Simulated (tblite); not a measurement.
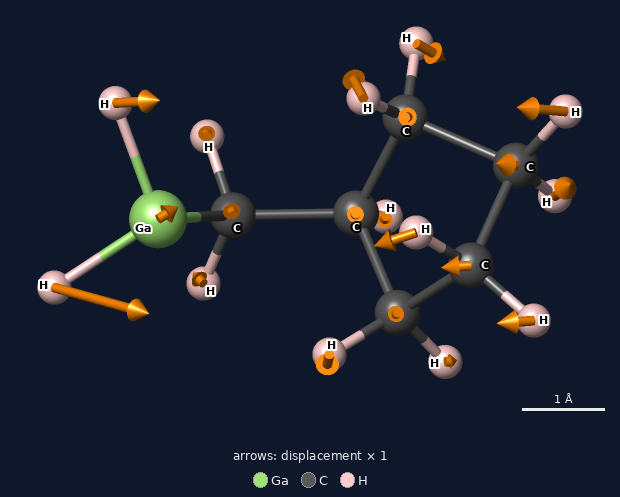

A relaxation of C$_{6}$H$_{13}$Ga. The starting structure is drawn; orange arrows show the displacements, at their true length. The two geometries are superimposed by the best rigid fit.

Style: ball-and-stick. Shown at a tilt.

Theory: GFN2-xTB geometry optimisation, gas phase in tblite. 

### Which element moves most?

Hydrogen: up to 1.60 Å, against 0.37 Å for carbon.

### What happened in the run?

Over 133 geometry steps the energy falls by 1.296 eV. An H atom moves most after the best rigid fit: 1.60 Å. By element the largest moves are H 1.60 Å, C 0.37 Å, Ga 0.31 Å. Some distances before and after: Ga–H 1.537 → 1.583 Å, C–C 1.500 → 1.543 Å, C–H 1.136 → 1.099 Å, C–H 1.111 → 1.092 Å. Among the angles between lasting bonds that change: C–Ga–H 100.6° → 123.8°, C–Ga–H 107.0° → 124.8°, Ga–C–C 117.9° → 109.1°. Groups turn about C–C by about 25°, C–C by about 20°. Cost: 0.95 s on 1 thread of Arm Neoverse V1 (shared host).
